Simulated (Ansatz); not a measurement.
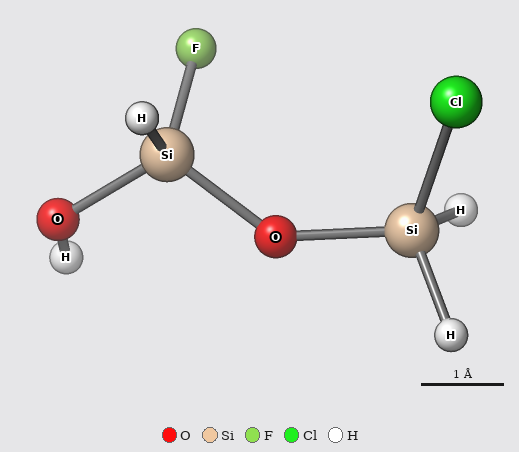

The starting structure (ball-and-stick view, seen at a tilt). Bond lengths as drawn: Cl–Si 2.08 Å, F–Si 1.63 Å, H–O 0.97 Å, H–Si 1.48 to 1.50 Å and O–Si 1.65 to 1.67 Å.

**Geometry relaxation of Si2H4ClO2F (part 1 of 2)**

Si2H4ClO2F, SMILES O[SiH](F)O[SiH2]Cl, computed with RKS PBE0-D4/def2-TZVP (Ansatz 0.2.0).

The geometry: PBE-D4/def2-SVP start. Figures and captions count atoms from 1; the log counts them from 0 in places.

**The program's output**
```
Functional definition: PBE0
  name "PBE0"
  cite "Adamo & Barone, J. Chem. Phys. 110, 6158 (1999) doi:10.1063/1.478522"
  cite "Perdew, Burke & Ernzerhof, Phys. Rev. Lett. 77, 3865 (1996) doi:10.1103/PhysRevLett.77.3865"
  parent pbe
  parameter a = 0.25
  parameter kappa = 0.804
  parameter beta = 0.06672455060314922
  exchange = (1 - a)*pbe_x(kappa = kappa, mu = beta*pi^2/3) + a*exact_x
  correlation = pbe_c(beta = beta)
1438 factors; their error is unknown
mean field evaluation 1: about -35138.9582 eV, gradient 7.5e1 eV
mean field evaluation 2: about -35124.9114 eV, gradient 1.2e2 eV
mean field evaluation 4: about -35147.3424 eV, gradient 6.5e0 eV
mean field evaluation 8: about -35147.4034 eV, gradient 1.2e-1 eV
mean field evaluation 16: about -35147.5276 eV, gradient 2.5e-4 eV
mean field -35147.52762748 eV, -1291.6478164598 hartree, gradient 2.7e-5 eV, S^2 0.000000; 0 other end points of the search recorded, 0 dependent functions left out
the calculation of the forces begins
reference -35147.52766242 eV, -1291.6478177439 hartree; 37, 37 occupied and 191, 191 virtual orbitals, 1438 factors
relax step   1: F+E_penalty+E_count = -35147.75921675 eV  Δ(F+E_penalty+E_count) = +0.000e0 eV  max|allowed force component| = 9.497e-1 eV/Å  Δτ_max = 0.0000 Å  (28 SCF iters, accepted)
these checks for a lower state are left out or cut short: starts, cluster_reference, orbital_swaps, neighbouring_geometries, increment
1438 factors; their error is unknown
mean field -35147.61839126 eV, -1291.6511519674 hartree, gradient 9.2e-6 eV, S^2 0.000000; 0 other end points of the search recorded, 0 dependent functions left out
[... from here on the field's lines of each further geometry are left out, up to the last ...]
relax step   2: F+E_penalty+E_count = -35147.85092016 eV  Δ(F+E_penalty+E_count) = -9.170e-2 eV  max|allowed force component| = 6.746e-1 eV/Å  Δτ_max = 0.0362 Å  (32 SCF iters, accepted)
relax step   3: F+E_penalty+E_count = -35147.88191256 eV  Δ(F+E_penalty+E_count) = -3.099e-2 eV  max|allowed force component| = 1.106e-1 eV/Å  Δτ_max = 0.0307 Å  (31 SCF iters, accepted)
relax step   4: F+E_penalty+E_count = -35147.88282640 eV  Δ(F+E_penalty+E_count) = -9.138e-4 eV  max|allowed force component| = 3.487e-1 eV/Å  Δτ_max = 0.0656 Å  (30 SCF iters, accepted)
relax step   5: F+E_penalty+E_count = -35147.88746965 eV  Δ(F+E_penalty+E_count) = -4.643e-3 eV  max|allowed force component| = 8.636e-2 eV/Å  Δτ_max = 0.0210 Å  (31 SCF iters, accepted)
relax step   6: F+E_penalty+E_count = -35147.88837200 eV  Δ(F+E_penalty+E_count) = -9.024e-4 eV  max|allowed force component| = 4.813e-2 eV/Å  Δτ_max = 0.0118 Å  (32 SCF iters, accepted)
relax step   7: F+E_penalty+E_count = -35147.88927674 eV  Δ(F+E_penalty+E_count) = -9.047e-4 eV  max|allowed force component| = 3.294e-2 eV/Å  Δτ_max = 0.0200 Å  (31 SCF iters, accepted)
relax step   8: F+E_penalty+E_count = -35147.89084489 eV  Δ(F+E_penalty+E_count) = -1.568e-3 eV  max|allowed force component| = 4.015e-2 eV/Å  Δτ_max = 0.0698 Å  (30 SCF iters, accepted)
relax step   9: F+E_penalty+E_count = -35147.89089051 eV  Δ(F+E_penalty+E_count) = -4.562e-5 eV  max|allowed force component| = 6.474e-2 eV/Å  Δτ_max = 0.0160 Å  (31 SCF iters, accepted)
relax step  10: F+E_penalty+E_count = -35147.89111492 eV  Δ(F+E_penalty+E_count) = -2.244e-4 eV  max|allowed force component| = 9.903e-3 eV/Å  Δτ_max = 0.0150 Å  (32 SCF iters, accepted)
relax step  11: F+E_penalty+E_count = -35147.89115602 eV  Δ(F+E_penalty+E_count) = -4.110e-5 eV  max|allowed force component| = 5.110e-3 eV/Å  Δτ_max = 0.0073 Å  (32 SCF iters, accepted)
relax step  12: F+E_penalty+E_count = -35147.89124490 eV  Δ(F+E_penalty+E_count) = -8.888e-5 eV  max|allowed force component| = 1.445e-2 eV/Å  Δτ_max = 0.0278 Å  (31 SCF iters, accepted)
relax step  13: F+E_penalty+E_count = -35147.89132179 eV  Δ(F+E_penalty+E_count) = -7.688e-5 eV  max|allowed force component| = 1.906e-2 eV/Å  Δτ_max = 0.0466 Å  (31 SCF iters, accepted)
relax step  14: F+E_penalty+E_count = -35147.89134292 eV  Δ(F+E_penalty+E_count) = -2.113e-5 eV  max|allowed force component| = 1.242e-2 eV/Å  Δτ_max = 0.0089 Å  (32 SCF iters, accepted)
relax step  15: F+E_penalty+E_count = -35147.89137368 eV  Δ(F+E_penalty+E_count) = -3.076e-5 eV  max|allowed force component| = 1.313e-2 eV/Å  Δτ_max = 0.0062 Å  (32 SCF iters, accepted)
relax step  16: F+E_penalty+E_count = -35147.89139259 eV  Δ(F+E_penalty+E_count) = -1.890e-5 eV  max|allowed force component| = 1.335e-2 eV/Å  Δτ_max = 0.0145 Å  (32 SCF iters, accepted)
relax step  17: F+E_penalty+E_count = -35147.89141281 eV  Δ(F+E_penalty+E_count) = -2.023e-5 eV  max|allowed force component| = 1.070e-2 eV/Å  Δτ_max = 0.0229 Å  (31 SCF iters, accepted)
relax step  18: F+E_penalty+E_count = -35147.89141875 eV  Δ(F+E_penalty+E_count) = -5.942e-6 eV  max|allowed force component| = 6.316e-3 eV/Å  Δτ_max = 0.0049 Å  (23 SCF iters, accepted)
relax step  19: F+E_penalty+E_count = -35147.89142627 eV  Δ(F+E_penalty+E_count) = -7.519e-6 eV  max|allowed force component| = 5.643e-3 eV/Å  Δτ_max = 0.0040 Å  (23 SCF iters, accepted)
relax step  20: F+E_penalty+E_count = -35147.89143089 eV  Δ(F+E_penalty+E_count) = -4.619e-6 eV  max|allowed force component| = 6.314e-3 eV/Å  Δτ_max = 0.0028 Å  (23 SCF iters, accepted)
relax step  21: F+E_penalty+E_count = -35147.89143586 eV  Δ(F+E_penalty+E_count) = -4.972e-6 eV  max|allowed force component| = 5.354e-3 eV/Å  Δτ_max = 0.0037 Å  (24 SCF iters, accepted)
the calculation of the forces begins
reference -35147.66190328 eV, -1291.6527510047 hartree; 37, 37 occupied and 191, 191 virtual orbitals, 1438 factors
relax step  22: F+E_penalty+E_count = -35147.89143759 eV  Δ(F+E_penalty+E_count) = -1.727e-6 eV  max|allowed force component| = 3.125e-3 eV/Å  Δτ_max = 0.0027 Å  (23 SCF iters, accepted)
```

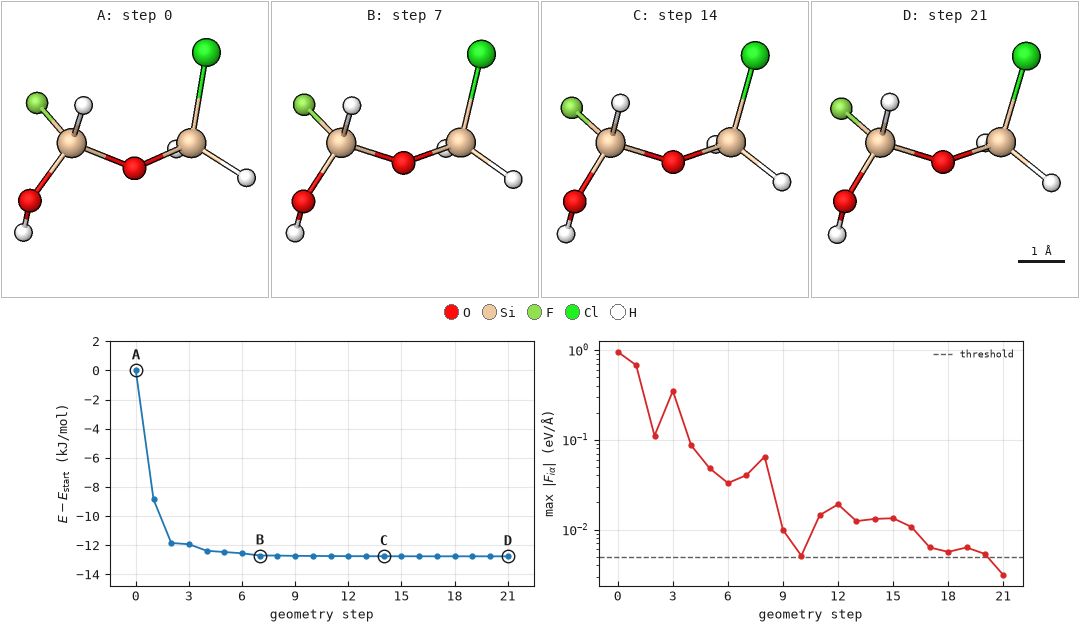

Frames of the relaxation (ball-and-stick view, seen at a tilt) above the curves, on which the letters mark them (the first geometry is step 0 here and step 1 in the log).

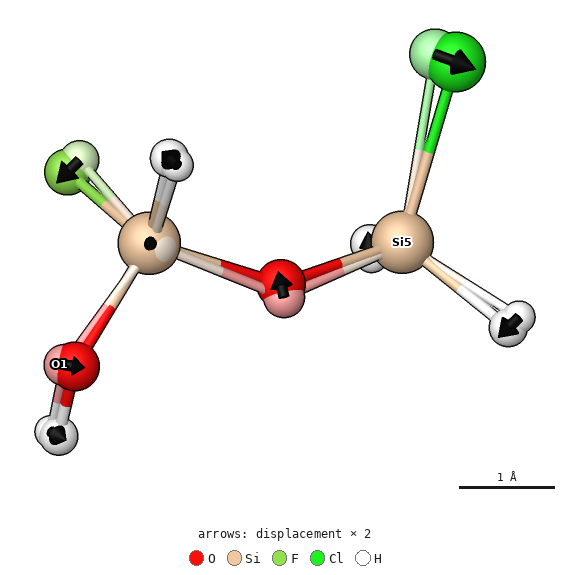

Start (faint) and end (solid) with the displacements as black arrows, magnified 2 times (ball-and-stick view, seen at a tilt). The two geometries are laid on each other by the best rigid fit. After 21 geometry steps the energy has fallen by 12.8 kJ/mol. Largest force component: 0.95 eV/Å at the start, 0.0031 eV/Å at the end. Cl6 moves most after the best rigid fit: 0.25 Å. Largest moves by element: Cl 0.25 Å, F 0.18 Å, H 0.16 Å, O 0.15 Å, Si 0.06 Å. Distances before and after: Si2–O4 1.668 → 1.624 Å, O4–Si5 1.668 → 1.625 Å, Si2–F3 1.633 → 1.591 Å, O1–Si2 1.653 → 1.618 Å. Among the angles that change: Si2–O4–Si5 139.8° → 147.9°, Si2–O1–H7 116.5° → 120.2°. (Atoms are counted from 1 in the order of the input.)

```
1438 factors; their error is unknown
mean field -35147.66186879 eV, -1291.6527497372 hartree, gradient 1.8e-5 eV, S^2 0.000000; 1 other end points of the search recorded, 0 dependent functions left out
the calculation of the forces begins
reference -35147.66190328 eV, -1291.6527510047 hartree; 37, 37 occupied and 191, 191 virtual orbitals, 1438 factors
Total energy: -35147.89147208 eV, -1291.6611875024 hartree
Atom 0 at    -1.850786     1.714331     0.587952 Å, force    -0.002320     0.001952    -0.000017 eV/Å
Atom 1 at    -0.322483     1.185958     0.526562 Å, force    -0.000526    -0.003125     0.001873 eV/Å
Atom 2 at     0.533522     2.061548    -0.488626 Å, force     0.000716     0.001054    -0.001985 eV/Å
Atom 3 at    -0.269709    -0.344953    -0.013481 Å, force    -0.001642     0.001050     0.000092 eV/Å
Atom 4 at     0.635757    -1.592869    -0.527679 Å, force     0.002937     0.001021     0.000461 eV/Å
Atom 5 at     2.405590    -1.647713     0.503063 Å, force     0.000489    -0.000802     0.000384 eV/Å
Atom 6 at    -2.416123     1.643139    -0.182307 Å, force     0.002049    -0.000423     0.000599 eV/Å
Atom 7 at     0.248945     1.318670     1.869152 Å, force    -0.000416    -0.000070    -0.000531 eV/Å
Atom 8 at    -0.095315    -2.844669    -0.250469 Å, force    -0.000035     0.000098    -0.000848 eV/Å
Atom 9 at     0.955801    -1.432843    -1.960969 Å, force    -0.001250    -0.000756    -0.000027 eV/Å
Dipole moment:    -0.355585    -0.164174    -0.219890 e Å
```

**Trajectory as extended XYZ (Å, eV, eV/Å), 22 frames, from step=1 to step=22**
```
10
Properties=species:S:1:pos:R:3:forces:R:3 step=1 energy=-35147.75922
O    -1.8524    1.8231    0.5542    0.6779  -0.5199  -0.6168
Si   -0.3395    1.1585    0.5710   -0.0986  -0.1209  -0.9496
F     0.6710    1.9704   -0.4223   -0.8605  -0.6434   0.8497
O    -0.4035   -0.4035   -0.0109    0.7521   0.3383   0.0869
Si    0.6207   -1.6081   -0.5422   -0.3262   0.6046   0.3495
Cl    2.4646   -1.4261    0.4048   -0.5245  -0.0613  -0.2746
H    -2.3622    1.7235   -0.2689    0.3402   0.0846   0.5823
H     0.1660    1.2373    1.9617   -0.0844  -0.0116  -0.3401
H     0.0205   -2.9248   -0.1660    0.1561   0.3254  -0.0617
H     0.8400   -1.4897   -2.0182   -0.0323   0.0044   0.3744
10
Properties=species:S:1:pos:R:3:forces:R:3 step=2 energy=-35147.85092
O    -1.8355    1.8044    0.5468    0.5071  -0.2906  -0.2156
Si   -0.3372    1.1437    0.5641   -0.0734  -0.0353  -0.6746
F     0.6612    1.9509   -0.4166   -0.5187  -0.3866   0.5132
O    -0.4017   -0.4013   -0.0103    0.4463   0.2171   0.0597
Si    0.6122   -1.5930   -0.5370   -0.3536   0.4083   0.2029
Cl    2.4309   -1.4188    0.3939   -0.0257  -0.0083  -0.0141
H    -2.3409    1.7100   -0.2675    0.0433   0.0508   0.1748
H     0.1714    1.2235    1.9387   -0.0083  -0.0068  -0.0740
H     0.0244   -2.8959   -0.1545    0.0205   0.0687  -0.0508
H     0.8405   -1.4629   -1.9945   -0.0376  -0.0172   0.0785
10
Properties=species:S:1:pos:R:3:forces:R:3 step=3 energy=-35147.88191
O    -1.8171    1.7828    0.5374    0.0364  -0.0299  -0.0459
Si   -0.3344    1.1319    0.5535   -0.0111   0.0831   0.0221
F     0.6456    1.9348   -0.4092   -0.0015   0.0128   0.0031
O    -0.3908   -0.3937   -0.0074    0.1058  -0.0359   0.0163
Si    0.6106   -1.5725   -0.5235   -0.1106  -0.0415  -0.0399
Cl    2.4289   -1.4092    0.4045   -0.0029  -0.0100  -0.0032
H    -2.3277    1.6953   -0.2690   -0.0927   0.0424   0.0031
H     0.1791    1.2124    1.9215    0.0094  -0.0037   0.0361
H     0.0105   -2.8709   -0.1658    0.0203  -0.0343   0.0356
H     0.8205   -1.4502   -1.9788    0.0469   0.0170  -0.0273
10
Properties=species:S:1:pos:R:3:forces:R:3 step=4 energy=-35147.88283
O    -1.8198    1.7614    0.5140    0.0712   0.0693   0.3487
Si   -0.3290    1.1384    0.5576   -0.1689   0.0692  -0.2499
F     0.6377    1.9685   -0.3949    0.0478  -0.0066   0.0190
O    -0.3509   -0.3872   -0.0049    0.0756  -0.0449   0.0093
Si    0.6172   -1.5868   -0.5290   -0.0306   0.0084   0.0242
Cl    2.4423   -1.4459    0.3918    0.0157  -0.0260  -0.0092
H    -2.3783    1.7357   -0.2584   -0.0102  -0.0597  -0.1852
H     0.1713    1.2246    1.9292   -0.0180   0.0021   0.0481
H     0.0048   -2.8760   -0.1569    0.0029  -0.0214   0.0118
H     0.8301   -1.4721   -1.9853    0.0146   0.0096  -0.0167
10
Properties=species:S:1:pos:R:3:forces:R:3 step=5 energy=-35147.88747
O    -1.8216    1.7743    0.5305   -0.0864   0.0184  -0.0209
Si   -0.3343    1.1415    0.5490   -0.0181  -0.0049   0.0051
F     0.6390    1.9648   -0.4017    0.0103  -0.0023  -0.0165
O    -0.3616   -0.3877   -0.0082    0.0621   0.0032  -0.0039
Si    0.6125   -1.5854   -0.5280    0.0103  -0.0119  -0.0027
Cl    2.4391   -1.4532    0.3905    0.0168   0.0033   0.0164
H    -2.3666    1.7251   -0.2569    0.0518  -0.0062   0.0365
H     0.1668    1.2234    1.9232    0.0003  -0.0024   0.0017
H     0.0118   -2.8805   -0.1526   -0.0220   0.0136  -0.0179
H     0.8400   -1.4617   -1.9827   -0.0251  -0.0108   0.0022
10
Properties=species:S:1:pos:R:3:forces:R:3 step=6 energy=-35147.88837
O    -1.8253    1.7718    0.5325   -0.0178  -0.0016  -0.0044
Si   -0.3342    1.1450    0.5492   -0.0061  -0.0325   0.0061
F     0.6371    1.9706   -0.4026   -0.0119  -0.0042  -0.0014
O    -0.3523   -0.3854   -0.0071    0.0481   0.0443   0.0064
Si    0.6178   -1.5860   -0.5275   -0.0315  -0.0029  -0.0010
Cl    2.4434   -1.4578    0.3956   -0.0098  -0.0103  -0.0116
H    -2.3647    1.7182   -0.2576    0.0117  -0.0015   0.0005
H     0.1662    1.2270    1.9240    0.0004   0.0052  -0.0039
H     0.0032   -2.8763   -0.1594    0.0030   0.0006   0.0073
H     0.8341   -1.4665   -1.9839    0.0140   0.0029   0.0020
10
Properties=species:S:1:pos:R:3:forces:R:3 step=7 energy=-35147.88928
O    -1.8304    1.7654    0.5323    0.0114  -0.0012   0.0295
Si   -0.3341    1.1505    0.5508   -0.0052  -0.0298   0.0024
F     0.6310    1.9828   -0.4011   -0.0084   0.0043   0.0000
O    -0.3381   -0.3791   -0.0052    0.0329   0.0277   0.0032
Si    0.6201   -1.5874   -0.5277   -0.0257  -0.0039   0.0001
Cl    2.4484   -1.4769    0.3920   -0.0101  -0.0093  -0.0097
H    -2.3662    1.7122   -0.2593   -0.0105  -0.0035  -0.0315
H     0.1642    1.2358    1.9262    0.0001   0.0077  -0.0038
H    -0.0055   -2.8727   -0.1604    0.0031   0.0009   0.0099
H     0.8358   -1.4700   -1.9843    0.0123   0.0071   0.0000
```
